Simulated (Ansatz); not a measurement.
Cl3H2NZr···HF

```tsv
atom	x (Å)	y (Å)	z (Å)
Zr	-0.6024	-0.0736	-0.4608
F	-0.0632	1.1924	2.3996
Cl	1.3770	-1.2170	0.1541
Cl	-0.4945	2.2180	-1.0297
Cl	-1.3492	-1.1246	-2.4449
N	-2.1647	-0.4348	0.9864
H	-2.3611	-1.3622	1.3966
H	-3.0146	0.1401	1.0720
H	-0.8378	0.6618	2.4342
```

Core potentials replace the inner electrons of Zr; not at a stationary point (largest force 1.6 eV/Å).

Theory: RKS BLYP/def2-SVP in Ansatz.

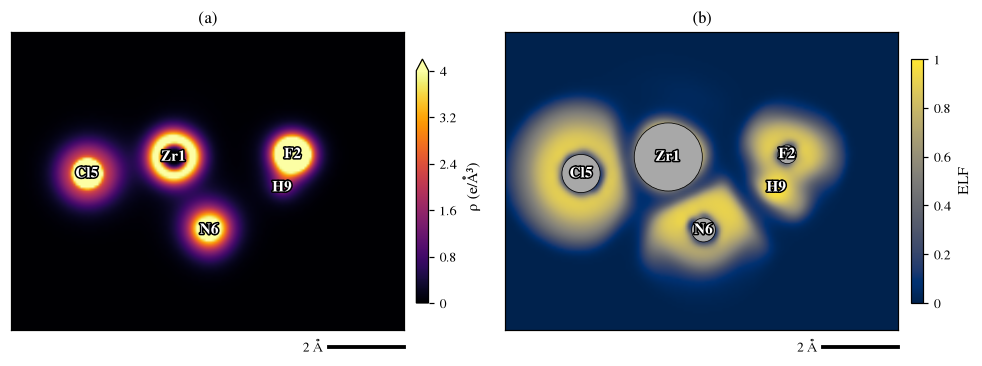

Figure 1. (a) electron density; (b) electron localisation function on the plane of atoms Cl5, Zr1 and N6. Grey discs cover the atomic cores in the ELF map.

What do the fields say about this system?

Answer.
- The plane passes through Zr, F, Cl, N and H nuclei.
- N6···H9 (2.25 Å): the density falls to about 0.13 e/Å³ on the way; the ELF dips to about 0.10 between them; a closed-shell contact with the geometry of a hydrogen bond.
- Zr–N (2.16 Å): ρ is about 0.64 e/Å³ halfway; the ELF peaks at about 0.90 in the valence shell of N, 0.6 Å from its nucleus, and is about 0.25 at the midpoint.
- Zr–Cl (2.37 Å): ρ is about 0.56 e/Å³ halfway; the ELF peaks at about 0.85 in the valence shell of Cl, 0.8 Å from its nucleus, and is about 0.35 at the midpoint.
- F–H (0.94 Å): the density is about 4.4 e/Å³ at the midpoint; the ELF climbs to about 1 towards the hydrogen, as it does in any bond to H: an ordinary covalent bond to hydrogen.
- The ELF also peaks beside F2, away from the bonds: lone-pair regions.

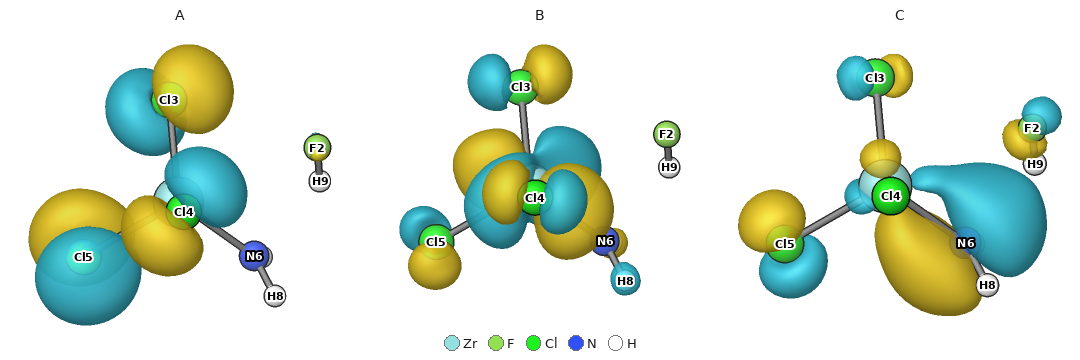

Figure 2. Three frontier orbitals at ±0.1 Å⁻³ᐟ² (yellow and cyan are the two phases), in no order.

Which picture is the HOMO−1, the HOMO and the LUMO?

Answer. A is the HOMO−1 (−7.55 eV). By Hirshfeld shares it lies mainly on Cl5 (about 45 %), Cl3 (about 25 %) and Cl4 (about 25 %); largely a combination of lone pairs on Cl5, Cl3 and Cl4. C is the HOMO (−6.63 eV). Its weight (Hirshfeld) is mainly on N6 (about 65 %), Zr1 (about 10 %) and Cl5 (about 10 %). B is the LUMO (−3.06 eV). Its weight (Hirshfeld) is mainly on Zr1 (about 70 %), Cl3 (about 10 %) and Cl4 (about 10 %).

What is the HOMO–LUMO gap?

Answer. 3.57 eV between the orbital energies.
